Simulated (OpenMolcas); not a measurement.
# Cl³⁺: multiconfigurational calculation

Cl³⁺. Computed at this level: state-averaged XMS-CASPT2, IPEA shift 0.1, real shift 0.25 hartree, closed shells 2s 2p 3s correlated, active space 2 electrons in the shell 3p, basis ANO-RCC-VDZ, DKH2 scalar Hamiltonian, spin-orbit coupling by RASSI with atomic mean-field integrals (OpenMolcas).

### Key numbers

| quantity | value |
| --- | --- |
| outcome | converged; degenerate states are split by up to 321 cm⁻¹ |
| lowest level | 3p² ³P₀ |
| first excited level | 3p² ³P₁, 421 cm⁻¹ (measured: 491) |
| energy of the lowest spin-free term | −458.20739 hartree |
| energy of the lowest spin-orbit level | −458.21107 hartree |
| CASPT2 correlation energy | −0.0158 hartree |
| largest spread among components of a term | 321.5 cm⁻¹ |
| lowest reference weight | 0.987 |
| hardware | 1 thread of Arm Neoverse V1, 24 GiB of memory available, shared host |
| wall time | 0.88 s |

### Remarks

The components of ¹D, which symmetry makes degenerate, are split by 321 cm⁻¹ in CASPT2. This is an artefact; the levels of such states rest on averages and are uncertain by about as much. Limits: small basis contracted for the neutral atom, rough for a high charge; closed s shell leaves the highest p terms too high; only configurations of the active space are included.

### Input file
```
&GATEWAY
Coord
1

Cl 0.0 0.0 0.0
Basis=ANO-RCC-VDZ
Group=XYZ
NoMove
AngMom=0.0 0.0 0.0
AMFI
&SEWARD
&RASSCF
FileOrb=start.orb
Symmetry=1
Spin=3
nActEl=2 0 0
Inactive=3 3
Ras2=0 3
CIRoot=3 3 1
SDav=3
CIMx=300
Iter=120 100
PrWF=0.3
OrbListing=Nothing
MaxOrb=0
Atom
>>> COPY $Project.JobIph JOB001
&RASSCF
FileOrb=start.orb
Symmetry=1
Spin=1
nActEl=2 0 0
Inactive=3 3
Ras2=0 3
CIRoot=6 6 1
SDav=6
CIMx=300
Iter=120 100
PrWF=0.3
OrbListing=Nothing
MaxOrb=0
Atom
CIOnly
>>> COPY $Project.JobIph JOB002
&RASSI
NrOfJobIphs=2 3 6
1 2 3
1 2 3 4 5 6
IphNames
JOB001
JOB002
EJob
SpinOrbit
DIPRint=1.0
SOCoupling=1000.0
Subsets=2
MEES
Property=10
'ANGMOM' 1 'ANGMOM' 2 'ANGMOM' 3 'MLTPL  1' 1 'MLTPL  1' 2 'MLTPL  1' 3
'AMFI' 1 'AMFI' 2 'AMFI' 3 'MLTPL  2' 6
SOProperty=3
'ANGMOM' 1 'ANGMOM' 2 'ANGMOM' 3
>>> COPY JOB001 $Project.JobIph
&CASPT2
XMultistate=3 1 2 3
Frozen=1 0
IPEA=0.1
Shift=0.25
MaxIter=60
WThr=0.0 0.3 0.05
PrWF=0.5
NoMix
>>> COPY JOB002 $Project.JobIph
&CASPT2
XMultistate=6 1 2 3 4 5 6
Frozen=1 0
IPEA=0.1
Shift=0.25
MaxIter=60
WThr=0.0 0.3 0.05
PrWF=0.5
NoMix
```

The file start.orb holds starting orbitals from an earlier step. A driver script formed the levels outside the program, from RASSI's spin-orbit matrix and the CASPT2 energies (for multi-state variants, the effective Hamiltonian), averaged over the components of each term or state. The log and the time are those of the CASPT2 step.

Run as:
```bash
OMP_NUM_THREADS=1 MOLCAS_MEM=2252 MOLCAS_PROJECT=a pymolcas a.inp > a.log  # once for each step of the input, in one work folder
```

### Log (extracts)
```
--- CASPT2 ---
Orbital specifications:
      -----------------------

      Symmetry species                           1   2
                                                ag  au
      Frozen orbitals                            1   0
      Inactive orbitals                          2   3
      Active orbitals                            0   3
      Secondary orbitals                         1   3
      Deleted orbitals                           0   0
      Number of basis functions                  4   9
Type of calculation                        XMS-CASPT2
      Fock operator                              state-average
      IPEA shift                                 0.10
      Real shift                                 0.25
      Imaginary shift                            0.00
      The input orbitals will be transformed to quasi-canonical
      The input states will be rotated to diagonalize the Fock operator
Reference energy:        -458.1915679229
      E2 (Non-variational):      -0.0144884426
      Shift correction:          -0.0013583060
      E2 (Variational):          -0.0158467486
      Total energy:            -458.2074146715
      Residual norm:              0.0000000213
      Reference weight:           0.99460
      Contributions to the CASPT2 correlation energy
      Active & Virtual Only:         -0.0001305366
      One Inactive Excited:          -0.0011811506
      Two Inactive Excited:          -0.0131767553
Reference energy:        -458.1915679229
      E2 (Non-variational):      -0.0144627142
      Shift correction:          -0.0013520575
      E2 (Variational):          -0.0158147717
      Total energy:            -458.2073826947
      Residual norm:              0.0000000212
      Reference weight:           0.99462
      Contributions to the CASPT2 correlation energy
      Active & Virtual Only:         -0.0001305367
      One Inactive Excited:          -0.0011809432
      Two Inactive Excited:          -0.0131512343
::    XMS-CASPT2 Root  1     Total energy:   -458.20741477
::    XMS-CASPT2 Root  2     Total energy:   -458.20738356
::    XMS-CASPT2 Root  3     Total energy:   -458.20738245
--- CASPT2 ---
Orbital specifications:
      -----------------------

      Symmetry species                           1   2
                                                ag  au
      Frozen orbitals                            1   0
      Inactive orbitals                          2   3
      Active orbitals                            0   3
      Secondary orbitals                         1   3
      Deleted orbitals                           0   0
      Number of basis functions                  4   9
Type of calculation                        XMS-CASPT2
      Fock operator                              state-average
      IPEA shift                                 0.10
      Real shift                                 0.25
      Imaginary shift                            0.00
      The input orbitals will be transformed to quasi-canonical
      The input states will be rotated to diagonalize the Fock operator
Reference energy:        -458.1198420866
      E2 (Non-variational):      -0.0147586692
      Shift correction:          -0.0013796210
      E2 (Variational):          -0.0161382902
      Total energy:            -458.1359803768
      Residual norm:              0.0000000499
      Reference weight:           0.99451
      Contributions to the CASPT2 correlation energy
      Active & Virtual Only:         -0.0004329465
      One Inactive Excited:          -0.0010558726
      Two Inactive Excited:          -0.0132698502
Reference energy:        -458.1198420866
      E2 (Non-variational):      -0.0147752480
      Shift correction:          -0.0013912944
      E2 (Variational):          -0.0161665423
      Total energy:            -458.1360086290
      Residual norm:              0.0000000299
      Reference weight:           0.99447
      Contributions to the CASPT2 correlation energy
      Active & Virtual Only:         -0.0004293547
      One Inactive Excited:          -0.0010578423
      Two Inactive Excited:          -0.0132880510
::    XMS-CASPT2 Root  1     Total energy:   -458.13732178
::    XMS-CASPT2 Root  2     Total energy:   -458.13673518
::    XMS-CASPT2 Root  3     Total energy:   -458.13595814
::    XMS-CASPT2 Root  4     Total energy:   -458.13591326
::    XMS-CASPT2 Root  5     Total energy:   -458.13585530
::    XMS-CASPT2 Root  6     Total energy:   -458.05846274
```

### Spin-orbit levels, grouped by J and assigned

```csv
Configuration,Level,E (eV),LS purity (%),Landé g
3p²,³P₀,0,100,–
3p²,³P₁,0.05215,100,1.501
3p²,³P₂,0.1452,100,1.501
3p²,¹D₂,2.035,100,1.001
3p²,¹S₀,4.157,100,–
```

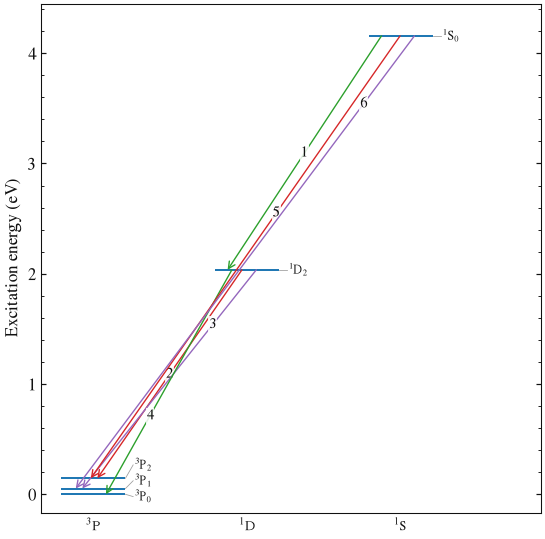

Figure 1. Levels of Cl³⁺ with 6 numbered transitions. Rates are at computed energies.

| No. | Upper | Lower | Type | λ (vacuum) | A (s⁻¹) |
| --- | --- | --- | --- | --- | --- |
| 1 | 3p² ¹S₀ | 3p² ¹D₂ | E2 | 585 nm | 2.1 |
| 2 | 3p² ¹D₂ | 3p² ³P₂ | M1 | 656 nm | 0.18 |
| 3 | 3p² ¹D₂ | 3p² ³P₁ | M1 | 625 nm | 0.071 |
| 4 | 3p² ¹D₂ | 3p² ³P₀ | E2 | 609 nm | 7.2×10⁻⁵ |
| 5 | 3p² ¹S₀ | 3p² ³P₂ | E2 | 309 nm | 0.019 |
| 6 | 3p² ¹S₀ | 3p² ³P₁ | M1 | 302 nm | 2.1 |

Line 6 has the largest rate; it falls in the ultraviolet region.

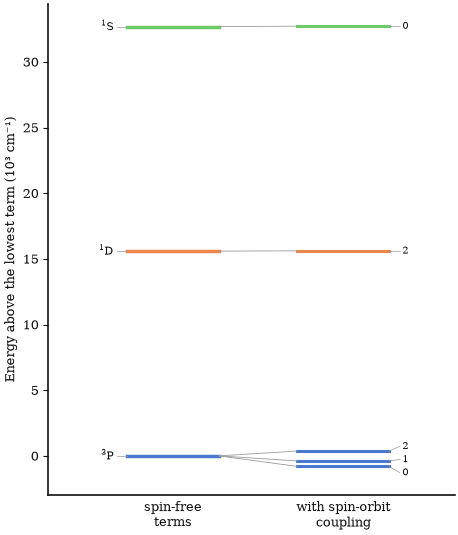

Figure 2. Terms of Cl³⁺ without and with spin-orbit coupling; numbers at the right are J. ³P (at 0) splits over 1,170 cm⁻¹ into J = 0, 1, 2 from the bottom up (normal); ¹D (at 15,600 cm⁻¹) gives the one level J = 2; ¹S (at 32,700 cm⁻¹) gives the one level J = 0. The ground level lies 806 cm⁻¹ below the lowest term.
